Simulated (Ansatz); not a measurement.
Relaxed Mg (hcp, Mg type):

```xyz
4
Lattice="6.3723 0.0000 0.0000 -1.5931 2.7593 0.0000 0.0000 0.0000 5.2235" Properties=species:S:1:pos:R:3 pbc="T T T"
Mg     0.0000     1.8395     3.9176
Mg     3.1862     1.8395     3.9176
Mg     1.5931     0.9198     1.3059
Mg     4.7792     0.9198     1.3059
```

In this cell atom 2 (Mg, nearest neighbour Mg at 3.186 Å; its periodic images, 3.2 Å or more away, move with it) is moved by s along Cartesian [111], unit vector (0.577, 0.577, 0.577); all other atoms and the cell stay fixed.

The numbers are results of PBE (plane waves to 420 eV, PAW, scalar-relativistic; Ansatz, a first-principles code), not measurements. k mesh 7×14×7 (Γ-centred), Fermi-Dirac smearing 0.05 eV. The energy includes the smearing's −TS. With partly filled bands, energies and forces of such displacements shift with the k mesh and the smearing. F∥ is the force on the atom along that direction. Mg was relaxed with its symmetry unable to fall. The PAW data are Ansatz's earlier set. ΔE is measured from the undisplaced structure.

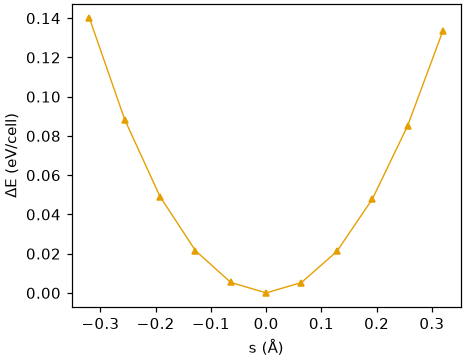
Fig. 1. ΔE (eV/cell) against s (Å); one marker a computed point.

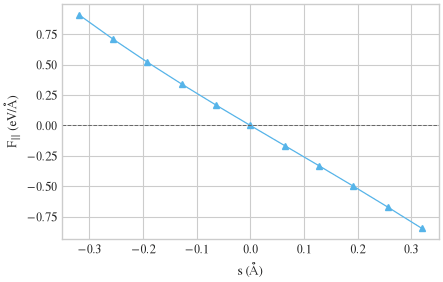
F∥ (eV/Å) against s (Å); computed points joined by lines.

The force constant k = d²E/ds² at s = 0 (finite differences) is 2.60 eV/Å². The energy at s = 0.320 Å is 134 meV/cell. Shape of the curve: a single well with its minimum at or next to zero displacement. Harmonic estimate at the end of the scan: ½ks² = 133 meV/cell against the computed 134 meV/cell, so the well is close to harmonic there. Symmetry of the curve: not even: the negative side lies higher at ±0.320 Å.

With its periodic images moving along, the atom's site symmetry in this cell is mm2.

(For displaced atoms, the force is minus the slope of the energy, and its curvature is a force constant, which sets phonon frequencies.)
